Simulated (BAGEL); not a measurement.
# BNH2F2 (SMILES NB(F)F): HF/6-31G(d) (density fitting with qzvpp-jkfit, spherical functions)

Aim: the vertical singlet–triplet gap of BNH2F2 at HF/6-31G* (density fitting with qzvpp-jkfit, spherical functions), from 2 runs. 

The results are computed with BAGEL 1.2.2.

### Step 1. The system as given

BNH2F2 has 6 atoms, charge 0, and is taken as a singlet. As SMILES, `NB(F)F`. Geometry: relaxed at PBE0-D4/def2-TZVP.

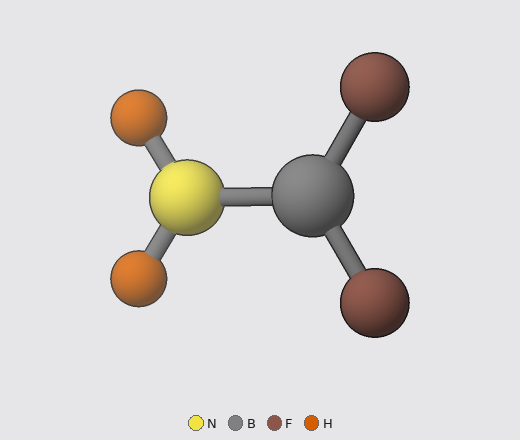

The structure, seen from a chosen angle (nitrogen yellow, boron grey, fluorine brown, hydrogen orange).

### Step 2. The energy at HF/6-31G(d) (density fitting with qzvpp-jkfit, spherical functions)

The input, input.json:

```json
{ "bagel": [

{
  "title": "molecule",
  "basis": "6-31gs.json",
  "df_basis": "qzvpp-jkfit",
  "angstrom": true,
  "geometry": [
    { "atom": "N", "xyz": [      -0.210700,       0.687600,      -0.156800 ] },
    { "atom": "B", "xyz": [       0.195300,      -0.614700,       0.121200 ] },
    { "atom": "F", "xyz": [      -0.667400,      -1.526100,       0.560300 ] },
    { "atom": "F", "xyz": [       1.459700,      -0.991800,      -0.042700 ] },
    { "atom": "H", "xyz": [       0.425000,       1.389500,      -0.488700 ] },
    { "atom": "H", "xyz": [      -1.159800,       0.991400,      -0.039400 ] }
  ]
},

{ "title": "hf" },

{ "title": "print", "file": "orbitals.molden", "orbitals": true }

]}
```

The basis set 6-31G* is read from a file made from the Basis Set Exchange's data (not shown).

Run with:

```sh
$ BAGEL_NUM_THREADS=1 BAGEL input.json > input.out
```

The program printed:

```text
* using 1 threads per process

  ===============================================================
  ===============================================================

  *** Geometry ***

  { "atom" : "N", "xyz" : [     -0.398165,      1.299376,     -0.296309 ] },
  { "atom" : "B", "xyz" : [      0.369064,     -1.161615,      0.229035 ] },
  { "atom" : "F", "xyz" : [     -1.261203,     -2.883911,      1.058814 ] },
  { "atom" : "F", "xyz" : [      2.758433,     -1.874230,     -0.080691 ] },
  { "atom" : "H", "xyz" : [      0.803134,      2.625774,     -0.923509 ] },
  { "atom" : "H", "xyz" : [     -2.191704,      1.873474,     -0.074455 ] },

  Number of auxiliary basis functions:      342

  Since a DF basis is specified, we compute 2- and 3-index integrals:
    o Being stored without compression. Storage requirement is 0.010 GB

  Number of basis functions:       60
  Number of electrons      :       32

    * METHOD: MOLECULE                             0.08

  *** RHF ***

  === Nuclear Repulsion ===
   112.8074308296

      * DIIS with orbital gradients will be used.

  === RHF iteration (6-31gs.json) ===
      0       -279.12469286          0.02920672           0.02
      1       -279.29157439          0.01606163           0.02
      2       -279.34819603          0.00154657           0.02
      3       -279.34886912          0.00045201           0.02
      4       -279.34891819          0.00010104           0.02
      5       -279.34892121          0.00002185           0.02
      6       -279.34892148          0.00000848           0.02
      7       -279.34892152          0.00000207           0.02
      8       -279.34892152          0.00000080           0.02
      9       -279.34892152          0.00000025           0.02
     10       -279.34892152          0.00000009           0.02
     11       -279.34892152          0.00000003           0.02
     12       -279.34892152          0.00000001           0.02
    * SCF iteration converged.

    * Permanent dipole moment:
           (    0.315836,    -1.013232,     0.216259) a.u.

    * METHOD: HF                                   0.27

    * METHOD: PRINT                                0.01

  ===============================================================
```

Wall time 0.48 s (1 thread of Arm Neoverse V2, shared host).

### Step 3. The triplet at the same level

The input, hf.json:

```json
{ "bagel": [

{
  "title": "molecule",
  "basis": "6-31gs.json",
  "df_basis": "qzvpp-jkfit",
  "angstrom": "true",
  "geometry": [
    { "atom": "N", "xyz": [      -0.210700,       0.687600,      -0.156800 ] },
    { "atom": "B", "xyz": [       0.195300,      -0.614700,       0.121200 ] },
    { "atom": "F", "xyz": [      -0.667400,      -1.526100,       0.560300 ] },
    { "atom": "F", "xyz": [       1.459700,      -0.991800,      -0.042700 ] },
    { "atom": "H", "xyz": [       0.425000,       1.389500,      -0.488700 ] },
    { "atom": "H", "xyz": [      -1.159800,       0.991400,      -0.039400 ] }
  ]
},

{
  "title": "uhf",
  "nopen": 2
},

{
  "title": "print",
  "file": "orbitals.molden",
  "orbitals": "true"
}

]}
```

The basis set 6-31G* is read from a file made from the Basis Set Exchange's data (not shown).

Run with:

```sh
$ BAGEL_NUM_THREADS=1 BAGEL hf.json > hf.out
```

The program printed:

```text
* using 1 threads per process

  ===============================================================
  ===============================================================

  *** Geometry ***

  { "atom" : "N", "xyz" : [     -0.398165,      1.299376,     -0.296309 ] },
  { "atom" : "B", "xyz" : [      0.369064,     -1.161615,      0.229035 ] },
  { "atom" : "F", "xyz" : [     -1.261203,     -2.883911,      1.058814 ] },
  { "atom" : "F", "xyz" : [      2.758433,     -1.874230,     -0.080691 ] },
  { "atom" : "H", "xyz" : [      0.803134,      2.625774,     -0.923509 ] },
  { "atom" : "H", "xyz" : [     -2.191704,      1.873474,     -0.074455 ] },

  Number of auxiliary basis functions:      342

  Since a DF basis is specified, we compute 2- and 3-index integrals:
    o Being stored without compression. Storage requirement is 0.010 GB

  Number of basis functions:       60
  Number of electrons      :       32

    * METHOD: MOLECULE                             0.08

  *** Open-shell HF ***

  === Nuclear Repulsion ===
   112.8074308296

      * DIIS with orbital gradients will be used.

  === UHF iteration (6-31gs.json) ===
      0       -278.83449954          0.05177905           0.03
      1       -278.98676045          0.03269724           0.03
      2       -279.03210544          0.01956988           0.03
      3       -279.05542019          0.00155071           0.03
      4       -279.05761442          0.00070597           0.03
      5       -279.05819760          0.00033974           0.03
      6       -279.05839900          0.00006708           0.03
      7       -279.05840188          0.00003417           0.03
      8       -279.05840360          0.00001533           0.03
      9       -279.05840373          0.00000396           0.03
     10       -279.05840375          0.00000148           0.03
     11       -279.05840376          0.00000063           0.03
     12       -279.05840376          0.00000028           0.03
     13       -279.05840376          0.00000015           0.03
     14       -279.05840376          0.00000011           0.03
     15       -279.05840376          0.00000009           0.03
     16       -279.05840376          0.00000005           0.03
     17       -279.05840376          0.00000003           0.03
     18       -279.05840376          0.00000002           0.03
     19       -279.05840376          0.00000001           0.03
     20       -279.05840376          0.00000001           0.03
     21       -279.05840376          0.00000001           0.03
    * SCF iteration converged.

    * S^2 (UHF) is 2.0070

    * Permanent dipole moment:
           (   -0.042728,     0.138844,    -0.029729) a.u.

    * METHOD: UHF                                  0.78

    * METHOD: PRINT                                0.01

  ===============================================================
```

Run time: 1 s. Hardware: 1 thread of Arm Neoverse V2, shared host.

### Step 4. Outcome

At HF/6-31G* (density fitting with qzvpp-jkfit, spherical functions):

| quantity | value |
| --- | --- |
| singlet: total energy | -279.34892 Eh |
| singlet: dipole moment | 2.75 D |
| singlet: HOMO energy | -12.11 eV |
| singlet: LUMO energy | 6.04 eV |
| singlet: HOMO–LUMO gap | 18.16 eV |
| triplet: total energy | -279.05840 Eh |
| triplet: dipole moment | 0.38 D |
| triplet: ⟨S²⟩ | 2.007 |
| vertical energy of the triplet above the singlet | 7.905 eV |

At this shape the triplet lies 7.91 eV (763 kJ/mol) above the singlet.
